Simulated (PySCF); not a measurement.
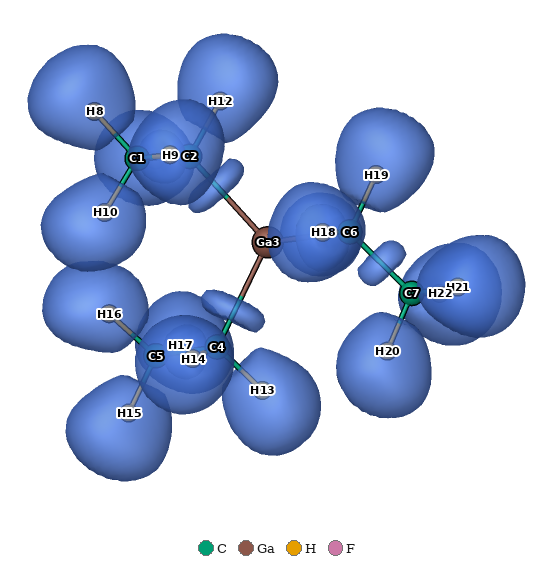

*C₆H₁₅FGa (SMILES C[CH2][Ga-]([F])([CH2]C)[CH2]C) (charge −1). Isosurface of the ELF at 0.8 (blue), seen at a tilt. Core shells and regions of very low density are left out.*

Geometry: PBE0-D3(BJ)/ma-def2-SVP.

These are results of DFT single point, gas phase, functional wB97X in PySCF 2.14.0, density-fitted response routines, not measurements.

```
atom    x (Å)    y (Å)    z (Å)
   C  -1.0683   2.3441   0.5929
   C  -0.5308   1.8909  -0.7620
  Ga   0.3517   0.0642  -0.7099
   C  -0.9386  -1.3853  -0.1117
   C  -2.2611  -1.3833  -0.8724
   C   2.1121   0.0377   0.2977
   C   2.8247  -1.3110   0.2593
   H  -1.5479   3.3442   0.5805
   H  -0.2678   2.3885   1.3533
   H  -1.8228   1.6377   0.9834
   H  -1.3507   1.8606  -1.5036
   H   0.1966   2.6283  -1.1499
   H  -0.4357  -2.3631  -0.2324
   H  -1.1239  -1.2769   0.9752
   H  -2.9641  -2.1840  -0.5632
   H  -2.7967  -0.4252  -0.7477
   H  -2.0918  -1.5025  -1.9563
   H   1.9320   0.3427   1.3473
   H   2.7628   0.8215  -0.1343
   H   2.2069  -2.1056   0.7138
   H   3.7999  -1.3234   0.7879
   H   3.0149  -1.6253  -0.7810
   F   0.7883  -0.3656  -2.4840
```

Identify the bonds, lone pairs and shells in this picture.

The ELF exceeds this value in three regions between bonded C–C atoms (shared pairs), 15 regions around hydrogen nuclei, three lobes of the valence shell of C pointing towards Ga (polar bonds) and one region wrapped around F (its valence shell). Along the contacts the grid gives the following. C–C (1.53 Å): the ELF peaks at about 0.95 between the atoms; localised, covalent bonding. Ga–F (1.88 Å): the ELF peaks at about 0.85 in the valence shell of F, 0.6 Å from its nucleus, and is about 0.15 at the midpoint.
